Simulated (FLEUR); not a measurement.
# Collinear magnetic orders of Fe2O3 (Hematite) with FLEUR, part 2 of 3

A self-consistent run ends on one state, which hangs on the start. Several orders of Fe2O3 (Hematite) are started in FLEUR and their energies compared.

FLEUR MaX-R8.1; PBE with U = 4.5 eV on Fe d; all-electron FLAPW, Dirac cores, scalar-relativistic bands.

So far, largest spin moment in the muffin-tin sphere (μB): step 2 (start 1: ferro ++++) 4.32.

## Step 3: Run 2 (antiferro ++--)

Reversing part of the moments tests the sign of the couplings between them.

inp.xml reads:

```
<?xml version="1.0" encoding="UTF-8" standalone="no"?>
<fleurInput fleurInputVersion="0.39">
   <comment>
      Fe2O3
   </comment>
   <calculationSetup>
      <cutoffs Kmax="4.4" Gmax="13.2" GmaxXC="13.2" numbands="0"/>
      <scfLoop itmax="120" minDistance="0.0001" maxIterBroyd="15" imix="Anderson" alpha="0.05" precondParam="0.0" spinf="2.0" sdNocoIR="T"/>
      <coreElectrons ctail="T" frcor="F" kcrel="0" coretail_lmax="0"/>
      <xcFunctional name="pbe" relativisticCorrections="F"/>
      <magnetism jspins="2"/>
      <soc l_soc="F" theta="0.0" phi="0.0" spav="F"/>
      <expertModes spex="0" secvar="F"/>
      <geometryOptimization l_f="F" forcealpha="1.0" forcemix="BFGS" epsdisp="0.00001" epsforce="0.00001"/>
      <ldaU l_linMix="F" mixParam="0.05" spinf="1.0"/>
   </calculationSetup>
   <cell>
      <bzIntegration valenceElectrons="100.0" mode="hist" fermiSmearingEnergy="0.00183747">
         <kPointListSelection listName="default-1"/>
         <xi:include xmlns:xi="http://www.w3.org/2001/XInclude" href="kpts.xml"> </xi:include>
      </bzIntegration>
      <xi:include xmlns:xi="http://www.w3.org/2001/XInclude" href="sym.xml"> </xi:include>
      <bulkLattice scale="1.0">
         <bravaisMatrix>
            <row-1>    4.7602201078862976     2.7483143606816314     8.6751027293933891</row-1>
            <row-2>   -4.7602201078862976     2.7483143606816314     8.6751027293933891</row-2>
            <row-3>    0.0000000000000000    -5.4966287213821596     8.6751027293933891</row-3>
         </bravaisMatrix>
      </bulkLattice>
   </cell>
   <atomSpecies>
      <species name="Iron (Fe) 4.000" element="Fe" atomicNumber="26">
         <mtSphere radius="2.29" gridPoints="757" logIncrement="0.016"/>
         <atomicCutoffs lmax="8" lnonsphr="6"/>
         <electronConfig flipSpins="F">
            <coreConfig>(1s1/2) (2s1/2) (2p1/2) (2p3/2)</coreConfig>
            <valenceConfig>(3s1/2) (3p1/2) (3p3/2) (4s1/2) (3d3/2) (3d5/2)</valenceConfig>
            <stateOccupation state="(3d3/2)" spinUp="2.0" spinDown="0.4"/>
            <stateOccupation state="(3d5/2)" spinUp="3.0" spinDown="0.6"/>
         </electronConfig>
         <energyParameters s="4" p="4" d="3" f="4"/>
         <ldaU l="2" U="4.5" J="0.0" l_amf="F"/>
         <lo type="SCLO" l="0" n="3" eDeriv="0"/>
         <lo type="SCLO" l="1" n="3" eDeriv="0"/>
      </species>
      <species name="Iron (Fe) -4.000" element="Fe" atomicNumber="26">
         <mtSphere radius="2.29" gridPoints="757" logIncrement="0.016"/>
         <atomicCutoffs lmax="8" lnonsphr="6"/>
         <electronConfig flipSpins="F">
            <coreConfig>(1s1/2) (2s1/2) (2p1/2) (2p3/2)</coreConfig>
            <valenceConfig>(3s1/2) (3p1/2) (3p3/2) (4s1/2) (3d3/2) (3d5/2)</valenceConfig>
            <stateOccupation state="(3d3/2)" spinUp="0.4" spinDown="2.0"/>
            <stateOccupation state="(3d5/2)" spinUp="0.6" spinDown="3.0"/>
         </electronConfig>
         <energyParameters s="4" p="4" d="3" f="4"/>
         <ldaU l="2" U="4.5" J="0.0" l_amf="F"/>
         <lo type="SCLO" l="0" n="3" eDeriv="0"/>
         <lo type="SCLO" l="1" n="3" eDeriv="0"/>
      </species>
      <species name="Oxygen (O)" element="O" atomicNumber="8">
         <mtSphere radius="1.29" gridPoints="427" logIncrement="0.024"/>
         <atomicCutoffs lmax="6" lnonsphr="4"/>
         <electronConfig flipSpins="F">
            <coreConfig>(1s1/2)</coreConfig>
            <valenceConfig>(2s1/2) (2p1/2) (2p3/2)</valenceConfig>
            <stateOccupation state="(2p1/2)" spinUp="0.666667" spinDown="0.666667"/>
            <stateOccupation state="(2p3/2)" spinUp="1.333333" spinDown="1.333333"/>
         </electronConfig>
         <energyParameters s="2" p="2" d="3" f="4"/>
      </species>
   </atomSpecies>
   <atomGroups>
      <atomGroup species="Iron (Fe) 4.000">
         <relPos label="                   1">.3553000000 .3553000000 .3553000000</relPos>
         <relPos label="                   2">.1447000000 .1447000000 .1447000000</relPos>
         <force calculate="T" relaxXYZ="TTT"/>
      </atomGroup>
      <atomGroup species="Iron (Fe) -4.000">
         <relPos label="                   3">-.3553000000 -.3553000000 -.3553000000</relPos>
         <relPos label="                   4">-.1447000000 -.1447000000 -.1447000000</relPos>
         <force calculate="T" relaxXYZ="TTT"/>
      </atomGroup>
      <atomGroup species="Oxygen (O)">
         <relPos label="                   5">-.4441000000 -.0559000000 1.000/4.000</relPos>
         <relPos label="                   6">1.000/4.000 -.4441000000 -.0559000000</relPos>
         <relPos label="                   7">-.0559000000 1.000/4.000 -.4441000000</relPos>
         <force calculate="T" relaxXYZ="TTT"/>
      </atomGroup>
      <atomGroup species="Oxygen (O)">
         <relPos label="                   8">.4441000000 .0559000000 -1.000/4.000</relPos>
         <relPos label="                   9">-1.000/4.000 .4441000000 .0559000000</relPos>
         <relPos label="                  10">.0559000000 -1.000/4.000 .4441000000</relPos>
         <force calculate="T" relaxXYZ="TTT"/>
      </atomGroup>
   </atomGroups>
   <output dos="F" band="F" slice="F">
      <bandDOS minEnergy="-.5*Htr" maxEnergy="0.5*Htr" sigma="0.015" storeEVData="T"/>
      <plotting iplot="0" polar="F">
         <plot TwoD="T" vec1="  1.0  0.0  0.0" vec2="  0.0  1.0  0.0" vec3="  0.0  0.0  1.0" zero="  0.0  0.0  0.0" file="plot"/>
      </plotting>
      <moessbauerParams electricFieldGradient="F" isomerShift="F" coreHyperfine="F" valenceHyperfine="F"/>
   </output>
</fleurInput>
```

crystal.txt reads:

```
Fe2O3
&input film=F cartesian=F /
2.51900000001  1.45434532809  4.59066666670
-2.51900000001  1.45434532809  4.59066666670
0.00000000000  -2.90869065619  4.59066666670
1.8897261246
1.0 1.0 1.0

10
26 0.35530000000  0.35530000000  0.35530000000 : 4.000
26 0.14470000000  0.14470000000  0.14470000000 : 4.000
26 0.64470000000  0.64470000000  0.64470000000 : -4.000
26 0.85530000000  0.85530000000  0.85530000000 : -4.000
8 0.55590000000  0.94410000000  0.25000000000
8 0.25000000000  0.55590000000  0.94410000000
8 0.94410000000  0.25000000000  0.55590000000
8 0.44410000000  0.05590000000  0.75000000000
8 0.75000000000  0.44410000000  0.05590000000
8 0.05590000000  0.75000000000  0.44410000000

&kpt div1=6 div2=6 div3=6 gamma=T /
```

Launch:

```console
$ OMP_NUM_THREADS=1 inpgen -f crystal.txt > inpgen.log  # inp.xml is then edited as shown
$ OMP_NUM_THREADS=1 mpirun -n 4 fleur_MPI > fleur.log
```

What it wrote:

```text
[banner, memory and clock lines left out]
Welcome to FLEUR        (www.flapw.de)
      MaX-Release 8.1          (www.max-centre.eu)

 ========== k-point set info ==========
 Selected k-point list: default-1
 k-point list type: mesh
 6 x 6 x 6
 Number of k points: 32

 ------------Calculation Setup---------------------------
 Number of PE/node        :            4
 Number of OMP-threads    :            1
 k-points in parallel     :            4
 pe's per k-point         :            1
 No of k-point loops      :            8
 Eigenvalue solver        :       lapack
 Number of basis functions:         1056
 Approximate size of matrices (H+S) per k-point:         0.033 GB
 no density matrix found ... skipping LDA+U
 Reset of history
 Iteration:     1   Distance:      31.44728856 me/bohr^3
 Iteration:     2   Distance:      28.03075299 me/bohr^3
 Iteration:     3   Distance:      23.49890962 me/bohr^3
 Iteration:     4   Distance:      12.52110489 me/bohr^3
 Iteration:     5   Distance:      15.19244433 me/bohr^3
 Iteration:     6   Distance:       3.47934666 me/bohr^3
 Iteration:     7   Distance:       2.66708993 me/bohr^3
 Iteration:     8   Distance:       1.45409219 me/bohr^3
 Iteration:     9   Distance:       0.36701039 me/bohr^3
 Iteration:    10   Distance:       0.23724378 me/bohr^3
 Iteration:    11   Distance:       0.06350858 me/bohr^3
 Iteration:    12   Distance:       0.03590090 me/bohr^3
 Iteration:    13   Distance:       0.01571802 me/bohr^3
 Iteration:    14   Distance:       0.01051794 me/bohr^3
 Iteration:    15   Distance:       0.00314125 me/bohr^3
 Iteration:    16   Distance:       0.00144156 me/bohr^3
 Iteration:    17   Distance:       0.00135824 me/bohr^3
 Iteration:    18   Distance:       0.00086383 me/bohr^3
 Iteration:    19   Distance:       0.00025415 me/bohr^3
 Iteration:    20   Distance:       0.00014999 me/bohr^3
 Iteration:    21   Distance:       0.00005939 me/bohr^3

 ********************************************************************
 Run finished successfully
 Stop message:
   all done
 ********************************************************************

--- out.xml (last complete iteration) ---
<iteration numberForCurrentRun="   21" overallNumber="   21">
         [... left out ...]
         <bandgap value="1.9924543476" units="eV"/>
         <sumValenceSingleParticleEnergies value="-65.6088031537" units="Htr"/>
         <FermiEnergy value="0.2503914708" units="Htr"/>
         <valenceDensity>
            <mtCharges spin="1">
               <mtCharge atomType="1" total="9.3550196" s="1.1669959" p="3.2130501" d="4.9145946" f="0.0433084"/>
               <mtCharge atomType="2" total="5.1498179" s="1.1494528" p="3.1922464" d="0.7461976" f="0.0443979"/>
               <mtCharge atomType="3" total="2.0097107" s="0.6347834" p="1.3733215" d="0.0014072" f="0.0001657"/>
               <mtCharge atomType="4" total="2.0709260" s="0.6376195" p="1.4309106" d="0.0020891" f="0.0002551"/>
            </mtCharges>
            <mtCharges spin="2">
               <mtCharge atomType="1" total="5.1498184" s="1.1494528" p="3.1922464" d="0.7461981" f="0.0443979"/>
               <mtCharge atomType="2" total="9.3550195" s="1.1669959" p="3.2130501" d="4.9145945" f="0.0433084"/>
               <mtCharge atomType="3" total="2.0709261" s="0.6376195" p="1.4309107" d="0.0020891" f="0.0002551"/>
               <mtCharge atomType="4" total="2.0097106" s="0.6347834" p="1.3733214" d="0.0014072" f="0.0001657"/>
            </mtCharges>
            <spinDependentCharge spin="1" total="50.0000000" interstitial="8.7484147" mtSpheres="41.2515853"/>
            <spinDependentCharge spin="2" total="50.0000000" interstitial="8.7484142" mtSpheres="41.2515858"/>
            <totalCharge value="100.0000000000"/>
         </valenceDensity>
         [... left out ...]
         <magneticMomentsInMTSpheres units="muBohr">
            <globalMagMoment atomType="1" vec="0.00000   0.00000   4.20520"/>
            <localMagMoment atomType="1" vec="0.00000   0.00000   4.20520"/>
            <globalMagMoment atomType="2" vec="0.00000   0.00000  -4.20520"/>
            <localMagMoment atomType="2" vec="0.00000   0.00000  -4.20520"/>
            <globalMagMoment atomType="3" vec="0.00000   0.00000  -0.06122"/>
            <localMagMoment atomType="3" vec="0.00000   0.00000  -0.06122"/>
            <globalMagMoment atomType="4" vec="0.00000   0.00000   0.06122"/>
            <localMagMoment atomType="4" vec="0.00000   0.00000   0.06122"/>
         </magneticMomentsInMTSpheres>
         [... left out ...]
         <totalEnergy value="    -5542.3559977005" units="Htr">
            <sumOfEigenvalues value="    -3181.6655455035">
               <coreElectrons value="-3116.0567423498"/>
               <valenceElectrons value="-65.6088031537"/>
            </sumOfEigenvalues>
            <densityCoulombPotentialIntegral value="-8435.0000320770"/>
            <densityEffectivePotentialIntegral value="-8791.5484403282"/>
            <chargeDenXCDenIntegral value="-275.1302183573"/>
            <FockExchangeEnergyValence value="0.0000000000"/>
            <FockExchangeEnergyCore value="0.0000000000"/>
         [... left out ...]
            <dftUCorrection value="-1.6478149946"/>
            <tkbTimesEntropy value="0.0000000000"/>
            <freeEnergy value="-5542.3559977005"/>
            <extrapolationTo0K value="-5542.3559977005"/>
         </totalEnergy>
         [... left out ...]
         <ldaUDensityMatrixConvergence>
            <distance spin="1" distance="0.000002"/>
            <distance spin="2" distance="0.000001"/>
         </ldaUDensityMatrixConvergence>
         <densityConvergence units="me/bohr^3">
            <chargeDensity spin="1" distance="0.0000403926"/>
            <chargeDensity spin="2" distance="0.0000326022"/>
            <overallChargeDensity distance="0.0000593921"/>
            <spinDensity distance="0.0000431451"/>
         </densityConvergence>
      </iteration>
```

The job ended after 6.1 min (4 MPI ranks of Arm Neoverse V2, shared host; peak memory 0.56 GiB).

Spin moment in the muffin-tin sphere by atom:

| atom | spin moment in the muffin-tin sphere (μB) |
| --- | --- |
| Fe1 | 4.21 |
| Fe2 | 4.21 |
| Fe3 | -4.21 |
| Fe4 | -4.21 |
| O5 | -0.06 |
| O6 | -0.06 |
| O7 | -0.06 |
| O8 | 0.06 |
| O9 | 0.06 |
| O10 | 0.06 |

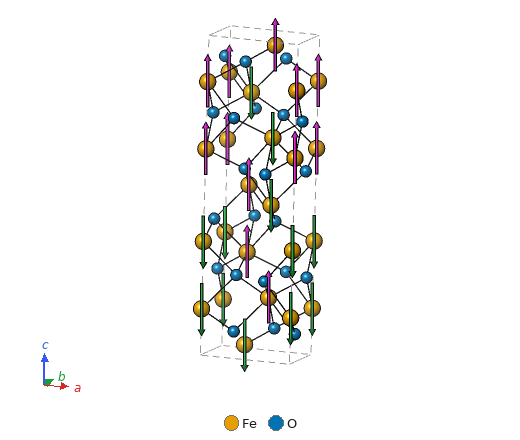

Spin moment in the muffin-tin sphere as arrows, the longest 4.21 μB. Up and down stand for the sign. Arrows give size and sign along the axis of quantisation, drawn up and down the page. The two directions have two colours. Some periodic images of atoms are drawn too.

This step gave:

* free energy: -150815.1898 eV
* program's band gap on this mesh (in a metal only a level spacing): 1.992 eV
* magnetization: 0 μB
* final state: antiferromagnetic

It lies 183 meV a seeded atom under the first start, and its largest moment is 4.21 μB against 4.32 μB.

## Step 4: Order 3, typed as antiferro +-+-

An opposed order shows whether neighbours prefer unlike signs.

inp.xml: that of step 3 with these lines changed.

```diff
@@ -74,3 +74,3 @@
          <relPos label="                   1">.3553000000 .3553000000 .3553000000</relPos>
-         <relPos label="                   2">.1447000000 .1447000000 .1447000000</relPos>
+         <relPos label="                   3">-.3553000000 -.3553000000 -.3553000000</relPos>
          <force calculate="T" relaxXYZ="TTT"/>
@@ -78,3 +78,3 @@
       <atomGroup species="Iron (Fe) -4.000">
-         <relPos label="                   3">-.3553000000 -.3553000000 -.3553000000</relPos>
+         <relPos label="                   2">.1447000000 .1447000000 .1447000000</relPos>
          <relPos label="                   4">-.1447000000 -.1447000000 -.1447000000</relPos>
@@ -86,5 +86,2 @@
          <relPos label="                   7">-.0559000000 1.000/4.000 -.4441000000</relPos>
-         <force calculate="T" relaxXYZ="TTT"/>
-      </atomGroup>
-      <atomGroup species="Oxygen (O)">
          <relPos label="                   8">.4441000000 .0559000000 -1.000/4.000</relPos>
```

crystal.txt: that of step 3 with these lines changed.

```diff
@@ -10,4 +10,4 @@
 26 0.35530000000  0.35530000000  0.35530000000 : 4.000
-26 0.14470000000  0.14470000000  0.14470000000 : 4.000
-26 0.64470000000  0.64470000000  0.64470000000 : -4.000
+26 0.14470000000  0.14470000000  0.14470000000 : -4.000
+26 0.64470000000  0.64470000000  0.64470000000 : 4.000
 26 0.85530000000  0.85530000000  0.85530000000 : -4.000
```

What it wrote:

```text
[banner, memory and clock lines left out]
Welcome to FLEUR        (www.flapw.de)
      MaX-Release 8.1          (www.max-centre.eu)

 ========== k-point set info ==========
 Selected k-point list: default-1
 k-point list type: mesh
 6 x 6 x 6
 Number of k points: 40

 [... set-up left out ...]
 no density matrix found ... skipping LDA+U
 Reset of history
 Iteration:     1   Distance:      30.91067891 me/bohr^3
 Iteration:     2   Distance:      27.84294300 me/bohr^3
 Iteration:     3   Distance:      23.29457734 me/bohr^3
 Iteration:     4   Distance:      11.58974803 me/bohr^3
[...]
[... left out ...]
            <freeEnergy value="-5542.3720733352"/>
            <extrapolationTo0K value="-5542.3720733352"/>
         </totalEnergy>
         [... left out ...]
         <ldaUDensityMatrixConvergence>
            <distance spin="1" distance="0.000002"/>
            <distance spin="2" distance="0.000002"/>
         </ldaUDensityMatrixConvergence>
         <densityConvergence units="me/bohr^3">
            <chargeDensity spin="1" distance="0.0000499983"/>
            <chargeDensity spin="2" distance="0.0000479278"/>
            <overallChargeDensity distance="0.0000720503"/>
            <spinDensity distance="0.0000663518"/>
         </densityConvergence>
      </iteration>
```

Elapsed: 3.4 min, on 4 MPI ranks; peak memory 0.52 GiB.

Spin moment in the muffin-tin sphere by atom:

| atom | spin moment in the muffin-tin sphere (μB) |
| --- | --- |
| Fe1 | 4.16 |
| Fe2 | -4.16 |
| Fe3 | 4.16 |
| Fe4 | -4.16 |
| O5 | 0.00 |
| O6 | 0.00 |
| O7 | 0.00 |
| O8 | 0.00 |
| O9 | 0.00 |
| O10 | 0.00 |

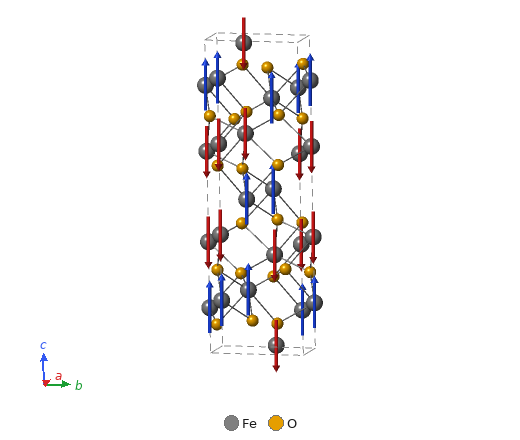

Spin moment in the muffin-tin sphere as arrows, the longest 4.16 μB. Up and down stand for the sign. Arrows give size and sign along the axis of quantisation, drawn up and down the page. The two directions have two colours. Some periodic images of atoms are drawn too.

This step gave:

* free energy: -150815.6272 eV
* program's band gap on this mesh (in a metal only a level spacing): 2.382 eV
* magnetization: 0 μB
* final state: antiferromagnetic

It lies 292 meV a seeded atom under the first start, and its largest moment is 4.16 μB against 4.32 μB.

## Step 5: Order 4, typed as antiferro +--+

Another pattern of signs weighs the neighbour shells otherwise.

inp.xml: that of step 4 with these lines changed.

```diff
@@ -74,3 +74,3 @@
          <relPos label="                   1">.3553000000 .3553000000 .3553000000</relPos>
-         <relPos label="                   3">-.3553000000 -.3553000000 -.3553000000</relPos>
+         <relPos label="                   4">-.1447000000 -.1447000000 -.1447000000</relPos>
          <force calculate="T" relaxXYZ="TTT"/>
@@ -79,3 +79,3 @@
          <relPos label="                   2">.1447000000 .1447000000 .1447000000</relPos>
-         <relPos label="                   4">-.1447000000 -.1447000000 -.1447000000</relPos>
+         <relPos label="                   3">-.3553000000 -.3553000000 -.3553000000</relPos>
          <force calculate="T" relaxXYZ="TTT"/>
```

crystal.txt: that of step 4 with these lines changed.

```diff
@@ -11,4 +11,4 @@
 26 0.14470000000  0.14470000000  0.14470000000 : -4.000
-26 0.64470000000  0.64470000000  0.64470000000 : 4.000
-26 0.85530000000  0.85530000000  0.85530000000 : -4.000
+26 0.64470000000  0.64470000000  0.64470000000 : -4.000
+26 0.85530000000  0.85530000000  0.85530000000 : 4.000
 8 0.55590000000  0.94410000000  0.25000000000
```

What it wrote:

```text
[banner, memory and clock lines left out]
Welcome to FLEUR        (www.flapw.de)
      MaX-Release 8.1          (www.max-centre.eu)

 ========== k-point set info ==========
 Selected k-point list: default-1
 k-point list type: mesh
 6 x 6 x 6
 Number of k points: 32

 [... set-up left out ...]
 no density matrix found ... skipping LDA+U
 Reset of history
 Iteration:     1   Distance:      31.59892081 me/bohr^3
 Iteration:     2   Distance:      28.12066837 me/bohr^3
 Iteration:     3   Distance:      23.57252816 me/bohr^3
 Iteration:     4   Distance:      12.34444296 me/bohr^3
[...]
[... left out ...]
            <freeEnergy value="-5542.3508410889"/>
            <extrapolationTo0K value="-5542.3508410889"/>
         </totalEnergy>
         [... left out ...]
         <ldaUDensityMatrixConvergence>
            <distance spin="1" distance="0.000001"/>
            <distance spin="2" distance="0.000001"/>
         </ldaUDensityMatrixConvergence>
         <densityConvergence units="me/bohr^3">
            <chargeDensity spin="1" distance="0.0000461616"/>
            <chargeDensity spin="2" distance="0.0000461616"/>
            <overallChargeDensity distance="0.0000871275"/>
            <spinDensity distance="0.0000305349"/>
         </densityConvergence>
      </iteration>
```

Wall time 5.9 min (4 MPI ranks); peak memory 0.58 GiB.

This step gave:

* free energy: -150815.0494 eV
* program's band gap on this mesh (in a metal only a level spacing): 2.038 eV
* magnetization: 0 μB
* final state: antiferromagnetic
* largest moment: 4.221 μB

It lies 148 meV a seeded atom under the first start, and its largest moment is 4.22 μB against 4.32 μB.

[end of part 2 of 3]

[Logs and program files are shortened in this print: banners, set-up blocks, solver, clock and traceback lines can be left out without a mark of their own.]

[Logs are printed without paths, hosts, clocks, repeated set-up lines and the standing remarks that a program may print on its own settings, such as how far it seeks lower states.]

[Hosts, paths, dates, database ids (printed as entryN), source tags and the programs' standing remarks are cut or masked in the printed files.]

[Where a cell is said to come from a database of computed structures, the database is the Materials Project.]
